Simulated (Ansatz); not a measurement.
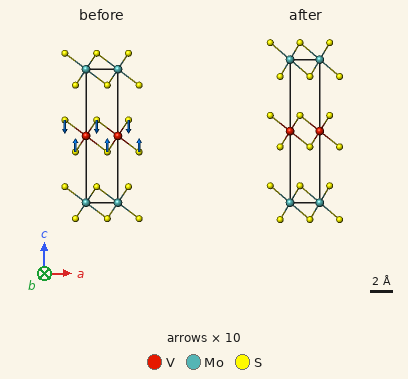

The structure of solid VMoS$_{4}$ (a generated structure, set up in P-3m1) (coarse preliminary run) before (left) and after (right) a relaxation, at one scale. The blue arrows give the displacements (the part carried along by the change of the cell is left out), magnified 10 times.

Style: ball-and-stick. Shown: the cell of the calculation, along the b axis.

Theory: DFT PBE, scalar-relativistic, plane waves, PAW (Ansatz 0.2.0). Settings: plane-wave cutoff 420 eV; k-point mesh 6 × 6 × 2; occupations gaussian; smearing width 0.1 eV; collinear spin; cell and atoms relaxed; force threshold 0.04 eV/Å; at most 70 steps.

> Describe what moved and what it gained.

After 5 accepted moves (6 points after the start) the energy has fallen by 104 meV per atom. The largest force component goes from 1.3 to 0.018 eV/Å. The pressure goes from −8.62 to 0.10 GPa. The SCF was repeated once at an unchanged geometry on a basis and grid sized afresh for the cell, which shifted the energy by less than 0.05 meV per atom at most. The largest moves relative to the cell, 0.13 Å, are those of S atoms. V and Mo stay in place. The drawn cell changes as follows: a = b 3.425 → 3.197 Å (−6.7 %), c 12.430 → 13.328 Å (+7.2 %); the volume changes by −6.6 %. Some distances before and after: S–V 2.475 → 2.356 Å, Mo–S 2.475 → 2.427 Å. Among the angles between lasting bonds that change: S–Mo–S 92.4° → 97.6°, S–Mo–S 87.6° → 82.4°, Mo–S–Mo 87.6° → 82.4°. The space group stays P-3m1 (No. 164).

Limits of the set-up: layers or molecules are held without a dispersion correction, so their spacing is unreliable.
